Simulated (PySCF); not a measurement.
# [Er(NH3)2]3+: forces at shaken geometries

Aim: move all atoms of relaxed [Er(NH3)2]3+ at random and read energies and forces. The species was built from a template and needn't be a known compound.

Computed with PySCF 2.14.0. Level: BP86, Er lcecp-1-SVP with ECP57, N def2-SVP, H def2-SVP; scalar-relativistic core potentials, no spin–orbit coupling.

1 further run of the same task is left out (for a known fault of the program).

## 1. The starting structure

9 atoms, charge 3, spin multiplicity 1.

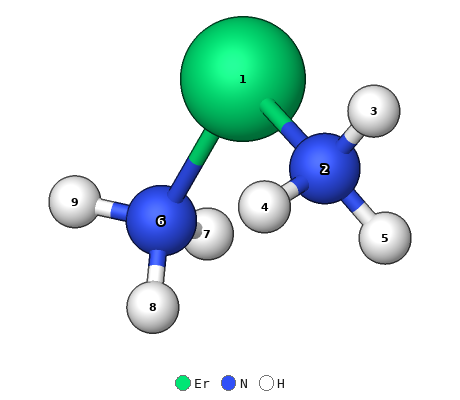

The geometry (erbium green, nitrogen blue, hydrogen white); atoms are numbered from 1 in the order of the file.

Coordinates:

```csv
atom,x (Å),y (Å),z (Å)
Er1,0.8802,0.7255,-0.0001
N2,-0.1382,-0.1201,1.9274
H3,0.3604,0.1096,2.8270
H4,-1.1182,0.2133,2.1216
H5,-0.2383,-1.1665,1.9844
N6,-0.1417,-0.1183,-1.9264
H7,0.4348,-0.8022,-2.4832
H8,-1.0484,-0.6355,-1.7993
H9,-0.3912,0.6046,-2.6515
```

Formal oxidation states: Er +3. Each metal's 11 4f electrons lie in its core potential, so multiplicities, spins and levels count the valence alone. An earlier session relaxed this geometry at BP86, Er lcecp-1-SVP with ECP57, N def2-SVP, H def2-SVP (singlet, point group C1).

Its energy there is -150.155383 Eh.

## 2. Atoms moved at random, σ = 0.03 Å

run.py (the lines that set the calculation)

```python
mol = gto.M(atom='''
Er     0.88438     0.75169     0.01319
N     -0.17255    -0.14949     1.92204
H      0.35929     0.08840     2.86681
H     -1.12559     0.20680     2.18149
H     -0.27725    -1.13664     1.91336
N     -0.09142    -0.11568    -1.93325
H      0.46880    -0.80912    -2.48083
H     -1.07189    -0.63064    -1.80581
H     -0.37449     0.60518    -2.67701''',
    basis={'Er': 'lcecp-1-SVP', 'N': 'def2-SVP', 'H': 'def2-SVP'},
    ecp={'Er': 'lcecp-1-SVP'},
    charge=3, spin=0)
mf = dft.RKS(mol, xc='B88,P86')
mf.grids.atom_grid = (50, 194)  # f atoms: unpruned, at least (60, 302)
mf = mf.density_fit()  # fitting sets: Er AutoAux, N def2-universal-JKFIT, H def2-universal-JKFIT
mf.conv_tol = 1e-08; mf.max_cycle = 55
mf.kernel(dm0)  # dm0: the density of the relaxed state
```

Launch:

```sh
$ OMP_NUM_THREADS=2 python run.py
```

The program printed:

```text
init E= -150.080937555809
  HOMO = -0.920328528656924  LUMO = -0.713223656026205  gap/eV = 5.63561
cycle= 1 E= -150.146457706474  delta_E= -0.0655  |g|= 0.0644  |ddm|= 0.152
  HOMO = -0.896080704584543  LUMO = -0.703179304023972  gap/eV = 5.24911
cycle= 2 E= -150.144121604631  delta_E= 0.00234  |g|= 0.121  |ddm|= 0.159
  HOMO = -0.906753599773956  LUMO = -0.701190773936399  gap/eV = 5.59365
cycle= 3 E= -150.147492249562  delta_E= -0.00337  |g|= 0.0117  |ddm|= 0.104
  HOMO = -0.906560069615818  LUMO = -0.701386776930015  gap/eV = 5.58305
cycle= 4 E= -150.147524297232  delta_E= -3.2e-05  |g|= 0.00123  |ddm|= 0.0105
  HOMO = -0.906652139837757  LUMO = -0.701506392062493  gap/eV = 5.58230
cycle= 5 E= -150.147524668525  delta_E= -3.71e-07  |g|= 0.000266  |ddm|= 0.00138
  HOMO = -0.906680984607703  LUMO = -0.70148502311979  gap/eV = 5.58367
cycle= 6 E= -150.147524684904  delta_E= -1.64e-08  |g|= 0.000142  |ddm|= 0.000411
  HOMO = -0.906671841222915  LUMO = -0.701488607767161  gap/eV = 5.58332
cycle= 7 E= -150.147524689373  delta_E= -4.47e-09  |g|= 2.05e-05  |ddm|= 0.000124
  HOMO = -0.906677706087397  LUMO = -0.701490637647759  gap/eV = 5.58342
Extra cycle  E= -150.147524689174  delta_E= 1.99e-10  |g|= 3.67e-05  |ddm|= 4.58e-05
converged SCF energy = -150.147524689174
```

Run time: 4.2 s. Hardware: 2 threads of Intel Xeon Platinum 8488C (Sapphire Rapids), shared host.

Result: E = -150.147525 Eh (+0.214 eV from the relaxed state), HOMO -24.67 eV, LUMO -19.09 eV, Mulliken charge on Er1 +1.99 e, largest force component 3.202 eV/Å. 

```csv
atom,Fx,Fy,Fz (eV/Å)
Er1,-0.151,-0.103,-0.013
N2,1.201,3.202,1.310
H3,-0.672,-0.638,-1.421
H4,-0.189,-0.012,-0.199
H5,-0.223,-2.507,0.201
N6,-2.108,-0.070,-0.005
H7,0.104,-0.168,-0.129
H8,1.678,0.683,-0.158
H9,0.360,-0.386,0.414
```

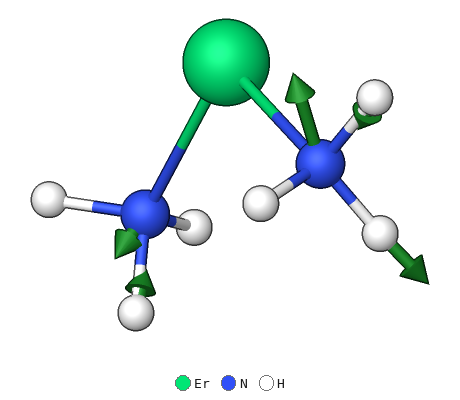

Forces as arrows, the longest for the largest force.

## 3. Atoms moved at random, σ = 0.06 Å

run.py (the lines that set the calculation)

```python
mol = gto.M(atom='''
Er     0.88527     0.66383     0.03745
N     -0.18957    -0.19756     1.87089
H      0.36036     0.06577     2.77496
H     -1.19472     0.31462     2.13319
H     -0.23724    -1.11778     1.97251
N     -0.10871    -0.10275    -1.93230
H      0.50205    -0.81218    -2.43827
H     -0.99773    -0.59825    -1.75633
H     -0.42045     0.59478    -2.66210''',
    basis={'Er': 'lcecp-1-SVP', 'N': 'def2-SVP', 'H': 'def2-SVP'},
    ecp={'Er': 'lcecp-1-SVP'},
    charge=3, spin=0)
mf = dft.RKS(mol, xc='B88,P86')
mf.grids.atom_grid = (50, 194)  # f atoms: unpruned, at least (60, 302)
mf = mf.density_fit()  # fitting sets: Er AutoAux, N def2-universal-JKFIT, H def2-universal-JKFIT
mf.conv_tol = 1e-08; mf.max_cycle = 55
mf.kernel(dm0)  # dm0: the density of the relaxed state
```

Launch:

```sh
$ OMP_NUM_THREADS=2 python run.py
```

The program printed:

```text
init E= -150.121472658278
  HOMO = -0.912590062383215  LUMO = -0.706899743180105  gap/eV = 5.59712
cycle= 1 E= -150.129516859556  delta_E= -0.00804  |g|= 0.0625  |ddm|= 0.241
  HOMO = -0.907915309199979  LUMO = -0.701440075264453  gap/eV = 5.61848
cycle= 2 E= -150.129495316386  delta_E= 2.15e-05  |g|= 0.0639  |ddm|= 0.0992
  HOMO = -0.908159092564  LUMO = -0.700942687505848  gap/eV = 5.63865
cycle= 3 E= -150.130264367934  delta_E= -0.000769  |g|= 0.0259  |ddm|= 0.0654
  HOMO = -0.908448764898903  LUMO = -0.701411958355168  gap/eV = 5.63376
cycle= 4 E= -150.130418700064  delta_E= -0.000154  |g|= 0.00134  |ddm|= 0.0215
  HOMO = -0.908530194063157  LUMO = -0.701525186785607  gap/eV = 5.63289
cycle= 5 E= -150.130419199585  delta_E= -5e-07  |g|= 0.00023  |ddm|= 0.00156
  HOMO = -0.908510676146695  LUMO = -0.701498527343558  gap/eV = 5.63309
cycle= 6 E= -150.130419211693  delta_E= -1.21e-08  |g|= 7.12e-05  |ddm|= 0.000284
  HOMO = -0.908523587627364  LUMO = -0.701501078861663  gap/eV = 5.63337
cycle= 7 E= -150.130419212411  delta_E= -7.18e-10  |g|= 4.16e-05  |ddm|= 7.97e-05
  HOMO = -0.908510952673884  LUMO = -0.701504505110571  gap/eV = 5.63293
Extra cycle  E= -150.130419211229  delta_E= 1.18e-09  |g|= 8.32e-05  |ddm|= 0.000107
converged SCF energy = -150.130419211229
```

Run time: 4.4 s. Hardware: 2 threads of Intel Xeon Platinum 8488C (Sapphire Rapids), shared host.

Result: E = -150.130419 Eh (+0.679 eV from the relaxed state), HOMO -24.72 eV, LUMO -19.09 eV, Mulliken charge on Er1 +1.97 e, largest force component 8.648 eV/Å. 

```csv
atom,Fx,Fy,Fz (eV/Å)
Er1,0.205,0.220,-0.422
N2,-0.614,8.648,1.266
H3,-0.512,-0.199,-0.827
H4,2.088,-1.781,-0.632
H5,-1.121,-6.751,0.609
N6,0.543,0.134,0.096
H7,-0.438,0.359,-0.084
H8,-0.531,-0.572,0.038
H9,0.380,-0.059,-0.045
```

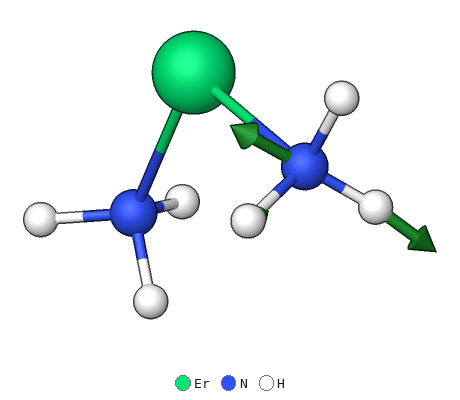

Forces as arrows, the longest for the largest force.

## 4. Atoms moved at random, σ = 0.06 Å

run.py (the lines that set the calculation)

```python
mol = gto.M(atom='''
Er     0.81362     0.72467    -0.00258
N     -0.15401    -0.08653     1.89254
H      0.38700     0.05781     2.87060
H     -1.12982     0.21859     2.21844
H     -0.29156    -1.07334     1.95948
N     -0.17935    -0.17748    -1.83993
H      0.45845    -0.86904    -2.47139
H     -0.99364    -0.54426    -1.84936
H     -0.31143     0.56005    -2.77780''',
    basis={'Er': 'lcecp-1-SVP', 'N': 'def2-SVP', 'H': 'def2-SVP'},
    ecp={'Er': 'lcecp-1-SVP'},
    charge=3, spin=0)
mf = dft.RKS(mol, xc='B88,P86')
mf.grids.atom_grid = (50, 194)  # f atoms: unpruned, at least (60, 302)
mf = mf.density_fit()  # fitting sets: Er AutoAux, N def2-universal-JKFIT, H def2-universal-JKFIT
mf.conv_tol = 1e-08; mf.max_cycle = 55
mf.kernel(dm0)  # dm0: the density of the relaxed state
```

Launch:

```sh
$ OMP_NUM_THREADS=2 python run.py
```

The program printed:

```text
init E= -150.025917072325
  HOMO = -0.946622391386196  LUMO = -0.714357774666919  gap/eV = 6.32024
cycle= 1 E= -150.103834050263  delta_E= -0.0779  |g|= 0.122  |ddm|= 0.345
  HOMO = -0.905707629291459  LUMO = -0.698565003289923  gap/eV = 5.63664
cycle= 2 E= -150.098298839418  delta_E= 0.00554  |g|= 0.199  |ddm|= 0.253
  HOMO = -0.927091292410748  LUMO = -0.69546000407819  gap/eV = 6.30301
cycle= 3 E= -150.107083109138  delta_E= -0.00878  |g|= 0.0338  |ddm|= 0.174
  HOMO = -0.92526249976028  LUMO = -0.695929572065179  gap/eV = 6.24047
cycle= 4 E= -150.107360214148  delta_E= -0.000277  |g|= 0.00259  |ddm|= 0.0295
  HOMO = -0.925429199049062  LUMO = -0.696335348964516  gap/eV = 6.23396
cycle= 5 E= -150.107361498921  delta_E= -1.28e-06  |g|= 0.00142  |ddm|= 0.00349
  HOMO = -0.925520333550014  LUMO = -0.696298126811109  gap/eV = 6.23745
cycle= 6 E= -150.107361947688  delta_E= -4.49e-07  |g|= 0.000456  |ddm|= 0.00144
  HOMO = -0.925494543123531  LUMO = -0.696265967793543  gap/eV = 6.23763
cycle= 7 E= -150.107361994449  delta_E= -4.68e-08  |g|= 4.01e-05  |ddm|= 0.000411
  HOMO = -0.925499141232919  LUMO = -0.696273701420355  gap/eV = 6.23754
cycle= 8 E= -150.107361994936  delta_E= -4.87e-10  |g|= 7.3e-06  |ddm|= 5.62e-05
  HOMO = -0.925499532634613  LUMO = -0.696272113017239  gap/eV = 6.23760
Extra cycle  E= -150.107361994932  delta_E= 3.27e-12  |g|= 7.71e-06  |ddm|= 1.8e-05
converged SCF energy = -150.107361994932
```

Wall time 4.7 s (2 threads of Intel Xeon Platinum 8488C (Sapphire Rapids), shared host).

Read off: E = -150.107362 Eh (+1.307 eV from the relaxed state), HOMO -25.18 eV, LUMO -18.95 eV, Mulliken charge on Er1 +1.98 e, largest force component 9.786 eV/Å. 

```csv
atom,Fx,Fy,Fz (eV/Å)
Er1,0.243,0.318,0.058
N2,0.267,2.073,2.731
H3,-0.715,-0.004,-1.774
H4,0.474,0.215,-0.446
H5,-0.169,-2.481,-0.189
N6,9.786,4.849,-4.767
H7,-1.240,0.805,1.552
H8,-8.837,-4.304,0.213
H9,0.191,-1.471,2.622
```

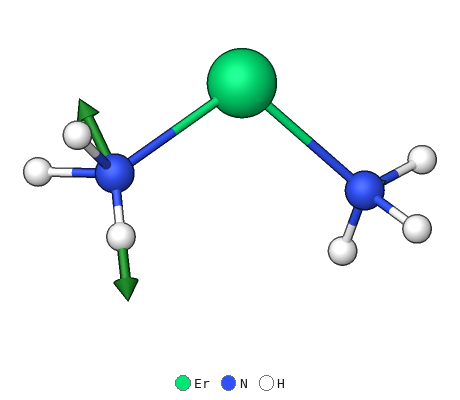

Forces as arrows, the longest for the largest force.

## 5. Results

| σ (Å) | energy rise (eV) | harmonic estimate −½ F·u (eV) | largest force component (eV/Å) |
| --- | --- | --- | --- |
| 0.03 | 0.214 | 0.210 | 3.20 |
| 0.06 | 0.679 | 0.723 | 8.65 |
| 0.06 | 1.307 | 1.339 | 9.79 |

Every displacement raises the energy. For a harmonic well the rise equals −½ F·u; the two differ by at most 6 % here (a move with σ = 0.06 Å), from anharmonicity, the grid and the small forces left at the relaxed point. The bases are small and lack diffuse functions. Spin–orbit coupling is left out.
